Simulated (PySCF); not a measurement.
# NMR shielding calculation, with input and output: C2H5AlClN

C2H5AlClN, computed with common gauge origin PW91/ANO-RCC-VDZP NMR shielding, non-relativistic, gas phase (PySCF 2.14.0).

Some settings of this run were made unusual or wrong on purpose. The geometry comes from this level: GFN2-xTB. Figures and captions count atoms from 1; the log counts them from 0 in places.

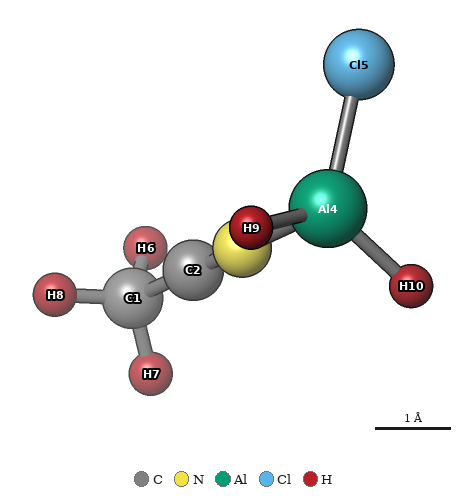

*The structure (ball-and-stick view, seen at a tilt; atoms are numbered from 1 in the order of the input). Sticks mark near contacts.*

Bond lengths as drawn: Al–Cl 2.04 Å, Al–H 1.55 Å, Al–N 2.01 Å, C–C 1.42 Å, C–H 1.09 Å and C–N 1.15 Å.

Input file:
```
{"job": {"kind": "nmr", "xc": "PW91", "basis": "ANO-RCC-VDZP", "pop": true, "gauge": [2, 0, 0], "scf": {"max_cycle": 75}}, "charge": 0, "multiplicity": 1}
C     -2.185179     0.181237     0.158223
C     -0.774311     0.060953     0.027429
N      0.361567    -0.036341    -0.083775
Al     2.350945    -0.202992    -0.271433
Cl     2.947862    -0.053581     1.675969
H     -2.422732     0.658889     1.108986
H     -2.575183     0.785729    -0.660929
H     -2.638046    -0.809913     0.125502
H      2.375042    -1.612383    -0.919571
H      2.568918     1.033056    -1.182929
```

The first line tells a small driver script what to run in PySCF; the rest is the geometry in Å.

Hardware: 1 CPU thread, shared host.

Launched with:
```bash
OMP_NUM_THREADS=1 python <driver script> task.json out
```

The program's output:
```
final grid: 83904 points
cycle   1  E = -836.0966953616  dE =  3.942e-01  |g| = 4.990e-01  |ddm| = 4.184e+00
cycle   2  E = -835.8444029245  dE =  2.523e-01  |g| = 1.170e+00  |ddm| = 1.529e+00
cycle   3  E = -836.1434785944  dE = -2.991e-01  |g| = 3.228e-01  |ddm| = 1.188e+00
cycle   4  E = -836.1678200712  dE = -2.434e-02  |g| = 4.808e-02  |ddm| = 2.967e-01
cycle   5  E = -836.1684423134  dE = -6.222e-04  |g| = 1.268e-02  |ddm| = 6.856e-02
cycle   6  E = -836.1684936902  dE = -5.138e-05  |g| = 3.389e-03  |ddm| = 1.761e-02
cycle   7  E = -836.1684975077  dE = -3.817e-06  |g| = 4.690e-04  |ddm| = 4.853e-03
cycle   8  E = -836.1684975630  dE = -5.533e-08  |g| = 1.571e-04  |ddm| = 5.983e-04
cycle   9  E = -836.1684975698  dE = -6.758e-09  |g| = 4.197e-05  |ddm| = 2.111e-04
cycle  10  E = -836.1684975703  dE = -5.300e-10  |g| = 9.199e-06  |ddm| = 5.803e-05
converged SCF energy = -836.1684975703

GIAO shielding tensors (ppm)
atom      isotropic    diamagn.    paramagn.     s11        s22        s33       span
  0 C      172.688     239.886     -67.198    149.961    153.675    214.426     64.465
  1 C       87.346     346.289    -258.943     -6.422      3.480    264.980    271.402
  2 N      115.559     535.679    -420.120     -3.232     11.865    338.045    341.277
  3 Al     505.660     938.710    -433.050    430.429    532.894    553.658    123.229
  4 Cl    1082.329    1192.497    -110.168   1032.422   1038.994   1175.569    143.147
  5 H       10.644     -58.628      69.273    -28.768     -4.795     65.497     94.265
  6 H        6.191     -80.255      86.446    -26.841    -11.711     57.125     83.966
  7 H        4.711     -86.212      90.923    -29.720    -15.374     59.227     88.947
  8 H       44.848      67.921     -23.073     25.551     42.681     66.312     40.761
  9 H       53.722      85.443     -31.721     38.082     56.385     66.699     28.617
```

Outcome:

```csv
quantity,value
outcome,converged
total energy,−836.168498 hartree
HOMO,−6.04 eV
LUMO,−2.05 eV
dipole moment,8.60 D
"isotropic shielding, C",87.3 to 172.7 ppm
"isotropic shielding, N",115.6 ppm
"isotropic shielding, Al",505.7 ppm
"isotropic shielding, Cl",1082.3 ppm
"isotropic shielding, H",4.7 to 53.7 ppm
wall time,20 s
peak memory,0.48 GiB
```

What went wrong:

Some settings of this run were drawn to be unusual or wrong; see gauge = [2, 0, 0]. It converged; results that depend on the unusual settings are not reference values.
